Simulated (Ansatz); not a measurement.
## GaH3Cl2O: nudged elastic band

The run: nudged elastic band of GaH3Cl2O. Method and program: RKS PBE/def2-SVP (Ansatz 0.2.0).

It belongs to a series of runs on one base structure; here: band between the two ends. Figures and captions count atoms from 1; the log counts them from 0 in places.

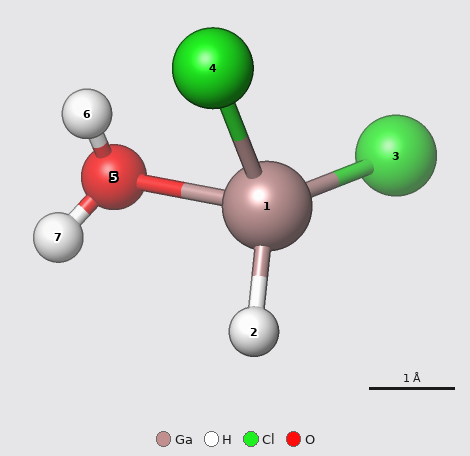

Figure 1. The input geometry (ball-and-stick view, seen at a tilt; atoms are numbered from 1 in the order of the input). Sticks mark near contacts. Bond lengths as drawn: Cl–Ga 2.17 to 2.22 Å, Ga–H 1.57 Å, Ga–O 2.15 Å and H–O 0.98 to 0.99 Å.

Input
```yaml
crystal:
  periodic: [false, false, false]
  atoms:
    - { symbol: Ga, position_ang: [0.119194, 0.088425, 0.161531] }
    - { symbol: H, position_ang: [0.044911, 0.804536, 1.552066] }
    - { symbol: Cl, position_ang: [1.856979, 0.257763, -1.126101] }
    - { symbol: Cl, position_ang: [-1.762852, -0.328791, -0.93226] }
    - { symbol: O, position_ang: [0.147014, -1.990909, 0.696805] }
    - { symbol: H, position_ang: [-0.673378, -2.235068, 0.20472] }
    - { symbol: H, position_ang: [-0.059467, -2.143757, 1.640838] }
basis:
  gaussian: { orbitals: def2-SVP }
hamiltonian:
  xc: pbe
neb:
  order_check: false
  images: 7
  f_tol: 0.03
  max_iterations: 60
  final_atoms:
    - { symbol: Ga, position_ang: [0.0659421, -0.6832789, -0.5085681] }
    - { symbol: H, position_ang: [-0.02528851, 0.22337751, 2.14451748] }
    - { symbol: Cl, position_ang: [1.85515806, 0.41215112, -0.92192968] }
    - { symbol: Cl, position_ang: [-1.85975226, 0.16804714, -0.95939118] }
    - { symbol: O, position_ang: [0.21942849, -2.35729646, 0.11253668] }
    - { symbol: H, position_ang: [-0.65999053, -2.76996857, 0.21642175] }
    - { symbol: H, position_ang: [0.07690366, -0.54083285, 2.11401205] }
  initial_path:
    images:
      - { positions_ang: [[0.119194, 0.088425, 0.161531], [0.044911, 0.804536, 1.552066], [1.856979, 0.257763, -1.126101], [-1.762852, -0.328791, -0.93226], [0.147014, -1.990909, 0.696805], [-0.673378, -2.235068, 0.20472], [-0.059467, -2.143757, 1.640838]] }
      - { positions_ang: [[0.08319987, 0.06728232, 0.12292786], [0.035185, 0.59983026, 1.64574596], [1.86678584, 0.2090771, -1.13040755], [-1.81756213, -0.25512976, -0.96970697], [0.14087795, -1.98842508, 0.68388221], [-0.60981321, -2.31960845, 0.16153917], [-0.02627232, -1.86082739, 1.68361833]] }
      - { positions_ang: [[0.04720574, 0.04613964, 0.08432472], [0.025459, 0.39512453, 1.73942592], [1.87659268, 0.1603912, -1.13471411], [-1.87227226, -0.18146853, -1.00715393], [0.1347419, -1.98594116, 0.67095941], [-0.54624841, -2.4041489, 0.11835834], [0.00692235, -1.57789778, 1.72639866]] }
      - { positions_ang: [[0.01121161, 0.02499697, 0.04572158], [0.015733, 0.19041879, 1.83310587], [1.88639953, 0.1117053, -1.13902066], [-1.9269824, -0.10780729, -1.0446009], [0.12860585, -1.98345724, 0.65803662], [-0.48268362, -2.48868935, 0.07517751], [0.04011703, -1.29496817, 1.76917898]] }
      - { positions_ang: [[-0.02478252, 0.00385429, 0.00711844], [0.006007, -0.01428695, 1.92678583], [1.89620637, 0.0630194, -1.14332721], [-1.98169253, -0.03414605, -1.08204787], [0.1224698, -1.98097332, 0.64511383], [-0.41911883, -2.5732298, 0.03199667], [0.07331171, -1.01203856, 1.81195931]] }
      - { positions_ang: [[-0.00210137, -0.16792901, -0.1218032], [-0.00181688, 0.04512917, 1.98121874], [1.88594429, 0.15030233, -1.08797783], [-1.95120746, 0.01640225, -1.0513837], [0.14670948, -2.07505411, 0.51196954], [-0.47933675, -2.62241449, 0.07810294], [0.0742097, -0.89423714, 1.8874725]] }
      - { positions_ang: [[0.02057979, -0.3397123, -0.25072483], [-0.00964076, 0.10454528, 2.03565166], [1.87568221, 0.23758526, -1.03262845], [-1.9207224, 0.06695055, -1.02071952], [0.17094915, -2.16913489, 0.37882525], [-0.53955468, -2.67159918, 0.12420921], [0.07510768, -0.77643571, 1.96298568]] }
      - { positions_ang: [[0.04326094, -0.5114956, -0.37964646], [-0.01746463, 0.16396139, 2.09008457], [1.86542013, 0.32486819, -0.97727907], [-1.89023733, 0.11749884, -0.99005535], [0.19518882, -2.26321568, 0.24568096], [-0.5997726, -2.72078387, 0.17031548], [0.07600567, -0.65863428, 2.03849886]] }
      - { positions_ang: [[0.0659421, -0.6832789, -0.5085681], [-0.02528851, 0.22337751, 2.14451748], [1.85515806, 0.41215112, -0.92192968], [-1.85975226, 0.16804714, -0.95939118], [0.21942849, -2.35729646, 0.11253668], [-0.65999053, -2.76996857, 0.21642175], [0.07690366, -0.54083285, 2.11401205]] }
```

Launch command:
```bash
ansatz run input.yaml --threads 2 --pin off --max-ram 3072MiB --backend cpu --events-out ev --progress --plain --runs-dir out
```

What the program printed
```
Engine: ansatz 0.2.0, aarch64-unknown-linux-gnu
Functional definition: PBE
  parameter kappa = 0.804
  parameter beta = 0.06672455060314922
  exchange = pbe_x(kappa = kappa, mu = beta*pi^2/3)
  correlation = pbe_c(beta = beta)
1062 factors; their error is unknown
mean field evaluation 1: about -79481.2207 eV, gradient 5.5e1 eV
mean field evaluation 2: about -79467.6712 eV, gradient 1.0e2 eV
mean field evaluation 4: about -79486.0976 eV, gradient 5.0e0 eV
mean field evaluation 8: about -79486.1357 eV, gradient 2.4e-1 eV
mean field evaluation 16: about -79486.0833 eV, gradient 5.9e-5 eV
mean field -79486.08326270 eV, -2921.0596823021 hartree, gradient 5.9e-5 eV, S^2 0.000000; 0 other end points of the search recorded, 0 dependent functions left out
the calculation of the forces begins
reference -79486.08329961 eV, -2921.0596836585 hartree; 38, 38 occupied and 59, 59 virtual orbitals, 1062 factors
1062 factors; their error is unknown
mean field evaluation 32: about -79485.5417 eV, gradient 1.1e-3 eV
mean field -79485.54165840 eV, -2921.0397787110 hartree, gradient 5.4e-5 eV, S^2 0.000000; 0 other end points of the search recorded, 0 dependent functions left out
[... from here on the field's lines of each further geometry are left out, up to the last ...]
NEB iter   1: max|band force component| = 4.498e0 eV/Å  barrier→ = 2.3054 eV  barrier← = 1.7638 eV  Δτ_max = 0.2000 Å  (244 SCF iters)
NEB iter   2: max|band force component| = 2.034e0 eV/Å  barrier→ = 1.5264 eV  barrier← = 0.9848 eV  Δτ_max = 0.2000 Å  (223 SCF iters)
NEB iter   3: max|band force component| = 2.003e0 eV/Å  barrier→ = 1.3519 eV  barrier← = 0.8103 eV  Δτ_max = 0.1425 Å  (202 SCF iters)
NEB iter   4: max|band force component| = 1.041e0 eV/Å  barrier→ = 1.1770 eV  barrier← = 0.6354 eV  Δτ_max = 0.1200 Å  (201 SCF iters)
NEB iter   5: max|band force component| = 6.551e-1 eV/Å  barrier→ = 1.1480 eV  barrier← = 0.6064 eV  CI = image 5  Δτ_max = 0.2000 Å  (187 SCF iters)
NEB iter   6: max|band force component| = 2.784e0 eV/Å  barrier→ = 1.2874 eV  barrier← = 0.7458 eV  CI = image 5  Δτ_max = 0.0980 Å  (196 SCF iters)
NEB iter   7: max|band force component| = 6.235e-1 eV/Å  barrier→ = 1.2387 eV  barrier← = 0.6971 eV  CI = image 5  Δτ_max = 0.0405 Å  (186 SCF iters)
NEB iter   8: max|band force component| = 1.795e-1 eV/Å  barrier→ = 1.2358 eV  barrier← = 0.6942 eV  CI = image 5  Δτ_max = 0.0133 Å  (185 SCF iters)
NEB iter   9: max|band force component| = 4.064e-2 eV/Å  barrier→ = 1.2353 eV  barrier← = 0.6937 eV  CI = image 5  Δτ_max = 0.0147 Å  (188 SCF iters)
the calculation of the forces begins
reference -79485.50230121 eV, -2921.0383323608 hartree; 38, 38 occupied and 59, 59 virtual orbitals, 1062 factors
1062 factors; their error is unknown
mean field evaluation 704: about -79484.8482 eV, gradient 1.1e-1 eV
mean field -79484.84819608 eV, -2921.0142944409 hartree, gradient 6.6e-6 eV, S^2 0.000000; 1 other end points of the search recorded, 0 dependent functions left out
the calculation of the forces begins
reference -79484.84823274 eV, -2921.0142957879 hartree; 38, 38 occupied and 59, 59 virtual orbitals, 1062 factors
NEB iter  10: max|band force component| = 2.637e-2 eV/Å  barrier→ = 1.2351 eV  barrier← = 0.6935 eV  CI = image 5  Δτ_max = 0.0000 Å  (380 SCF iters)
```

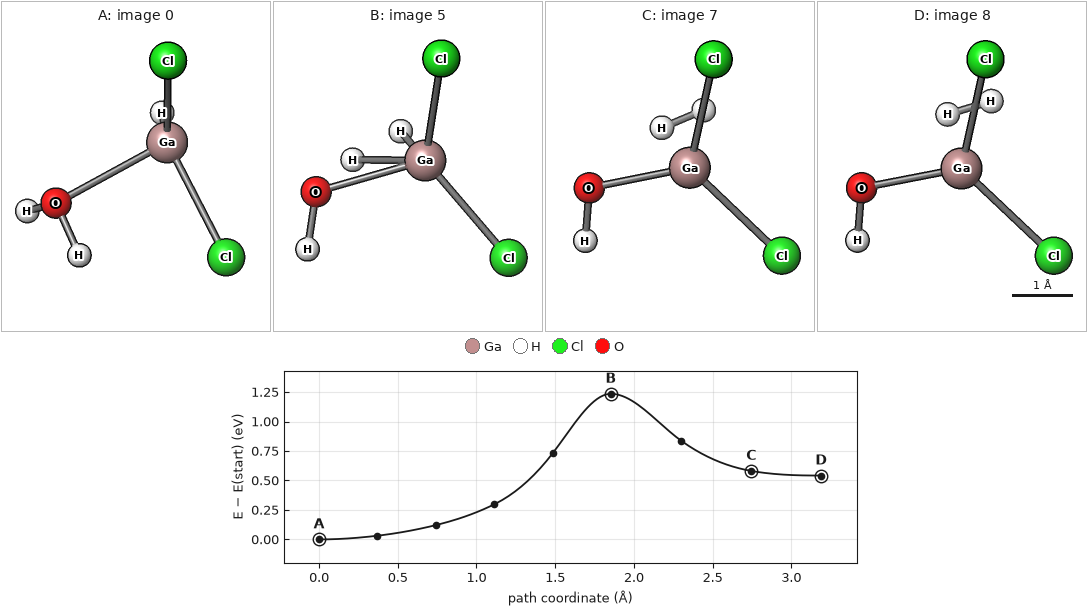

Figure 2. Images of the last band (counted from 0; ball-and-stick, seen at a tilt) above the energy along the path; the line is a cubic interpolation that uses the forces. The highest image is number 5, 1.235 eV above the start and 0.693 eV above the end (the climbing image); the end lies 0.542 eV above the start. The path is 3.19 Å long. The band converged in 10 iterations.

```
Total energy: -79484.84823274 eV, -2921.0142957879 hartree
Atom 0 at     0.058448    -0.304984    -0.152156 Å, force     0.004067    -0.003749     0.009932 eV/Å
Atom 1 at     0.015296    -0.083993     1.671516 Å, force     0.007636    -0.007167    -0.005167 eV/Å
Atom 2 at     1.880747     0.460261    -0.992355 Å, force     0.002305     0.003736    -0.001590 eV/Å
Atom 3 at    -1.871481     0.154391    -0.999591 Å, force     0.001004    -0.001785    -0.000516 eV/Å
Atom 4 at     0.178191    -2.071017     0.635215 Å, force    -0.018543     0.007960    -0.014994 eV/Å
Atom 5 at    -0.611398    -2.633564     0.495014 Å, force     0.010657    -0.009161     0.007425 eV/Å
Atom 6 at     0.022597    -1.068896     1.539956 Å, force    -0.007127     0.010166     0.004910 eV/Å
Dipole moment:    -0.242568    -0.330093     0.279687 e Å
this run last wrote the band of iteration 10 to [file]
```

The last band as extended XYZ (Å, eV, eV/Å)
```
7
Properties=species:S:1:pos:R:3:forces:R:3 image=0 energy=-79486.08326
Ga    0.1192    0.0884    0.1615   -0.0025  -0.0026  -0.0004
H     0.0449    0.8045    1.5521    0.0000  -0.0004   0.0005
Cl    1.8570    0.2578   -1.1261    0.0012   0.0008  -0.0010
Cl   -1.7629   -0.3288   -0.9323    0.0001   0.0015   0.0006
O     0.1470   -1.9909    0.6968    0.0177   0.0035   0.0018
H    -0.6734   -2.2351    0.2047   -0.0119  -0.0036  -0.0045
H    -0.0595   -2.1438    1.6408   -0.0047   0.0010   0.0030
7
Properties=species:S:1:pos:R:3:forces:R:3 image=1 energy=-79486.05191
Ga    0.0855    0.0725    0.1057    0.0035   0.0146   0.0254
H     0.0299    0.6393    1.5674    0.0055   0.0858   0.0004
Cl    1.8587    0.2991   -1.1255   -0.0031  -0.0202  -0.0061
Cl   -1.7853   -0.1606   -1.0231    0.0119  -0.0605   0.0235
O     0.1452   -1.9993    0.6941   -0.0024   0.0119  -0.0008
H    -0.6668   -2.4018    0.3163   -0.0078   0.0537  -0.0520
H     0.0052   -1.9969    1.6626   -0.0076  -0.0853   0.0095
7
Properties=species:S:1:pos:R:3:forces:R:3 image=2 energy=-79485.96193
Ga    0.0635    0.0417    0.0501    0.0012   0.0557   0.0522
H     0.0190    0.4422    1.5723    0.0091   0.1943   0.0063
Cl    1.8627    0.3528   -1.1206   -0.0198  -0.0392  -0.0274
Cl   -1.8132   -0.0248   -1.0690    0.0261  -0.0758   0.0020
O     0.1578   -2.0255    0.6911   -0.0213   0.0258  -0.0071
H    -0.6434   -2.5294    0.4367   -0.0090   0.0504  -0.0976
H     0.0260   -1.8049    1.6369    0.0137  -0.2113   0.0716
7
Properties=species:S:1:pos:R:3:forces:R:3 image=3 energy=-79485.78580
Ga    0.0574   -0.0164   -0.0048   -0.0016   0.2508   0.1383
H     0.0153    0.2267    1.5697    0.0032   0.3443  -0.0446
Cl    1.8780    0.4015   -1.0939   -0.0201  -0.0461  -0.0849
Cl   -1.8440    0.0605   -1.0634    0.0472  -0.0886  -0.0505
O     0.1778   -2.0551    0.7002   -0.0146  -0.0216  -0.0558
H    -0.6295   -2.5858    0.5382   -0.0221   0.0231  -0.0531
H     0.0173   -1.5792    1.5516    0.0079  -0.4619   0.1506
7
Properties=species:S:1:pos:R:3:forces:R:3 image=4 energy=-79485.35344
Ga    0.0568   -0.1493   -0.0743   -0.0077   0.8170   0.4258
H     0.0175    0.0315    1.5951   -0.0164   0.5224  -0.3664
Cl    1.8868    0.4360   -1.0429    0.0468  -0.0579  -0.1638
Cl   -1.8721    0.1183   -1.0251    0.0247  -0.1240  -0.1097
O     0.1821   -2.0496    0.7115   -0.0077   0.1094   0.3318
H    -0.6148   -2.6024    0.5567   -0.0008   0.1339   0.2151
H     0.0161   -1.3323    1.4766   -0.0388  -1.4008  -0.3328
7
Properties=species:S:1:pos:R:3:forces:R:3 image=5 energy=-79484.84820
Ga    0.0584   -0.3050   -0.1522    0.0041  -0.0037   0.0099
H     0.0153   -0.0840    1.6715    0.0076  -0.0072  -0.0052
Cl    1.8807    0.4603   -0.9924    0.0023   0.0037  -0.0016
Cl   -1.8715    0.1544   -0.9996    0.0010  -0.0018  -0.0005
O     0.1782   -2.0710    0.6352   -0.0185   0.0080  -0.0150
H    -0.6114   -2.6336    0.4950    0.0107  -0.0092   0.0074
H     0.0226   -1.0689    1.5400   -0.0071   0.0102   0.0049
7
Properties=species:S:1:pos:R:3:forces:R:3 image=6 energy=-79485.24582
Ga    0.0617   -0.4949   -0.2823    0.0074  -0.4262  -0.3035
H     0.0074   -0.0497    1.8064   -0.0121   0.1069   0.2879
Cl    1.8614    0.4756   -0.9323   -0.0550   0.0151   0.1032
Cl   -1.8635    0.1884   -0.9705    0.0111   0.0445   0.0535
O     0.2083   -2.1659    0.4552    0.0579  -0.2021  -0.3784
H    -0.6357   -2.6548    0.4278   -0.0398  -0.0516  -0.1093
H     0.0328   -0.8466    1.6934    0.0306   0.5134   0.3467
7
Properties=species:S:1:pos:R:3:forces:R:3 image=7 energy=-79485.50227
Ga    0.0655   -0.6180   -0.4190    0.0043  -0.0752  -0.0763
H    -0.0060    0.0772    1.9729   -0.0083   0.0700   0.0879
Cl    1.8508    0.4622   -0.8987   -0.0072  -0.0077   0.0160
Cl   -1.8585    0.1920   -0.9522    0.0009  -0.0015   0.0094
O     0.2242   -2.2792    0.2539    0.0051  -0.0525  -0.1087
H    -0.6546   -2.6916    0.3613   -0.0063  -0.0228  -0.0317
H     0.0510   -0.6903    1.8794    0.0115   0.0897   0.1035
7
Properties=species:S:1:pos:R:3:forces:R:3 image=8 energy=-79485.54166
Ga    0.0659   -0.6833   -0.5086   -0.0143  -0.0287   0.0125
H    -0.0253    0.2234    2.1445    0.0033  -0.0250  -0.0065
Cl    1.8552    0.4122   -0.9219    0.0144   0.0069  -0.0041
Cl   -1.8598    0.1680   -0.9594   -0.0022   0.0013  -0.0011
O     0.2194   -2.3573    0.1125   -0.0056   0.0165  -0.0041
H    -0.6600   -2.7700    0.2164    0.0076   0.0068  -0.0036
H     0.0769   -0.5408    2.1140   -0.0032   0.0223   0.0069
```

Key numbers

| quantity | value |
| --- | --- |
| outcome | converged |
| barrier, forward | 1.235 eV |
| barrier, backward | 0.694 eV |
| hardware | 2 threads of Arm Neoverse N1, 24 GiB of memory available, shared host |
| wall time | 3.2 min (CPU time 6.1 min) |
| peak memory | 0.15 GiB |

The order of the saddle point was not checked.
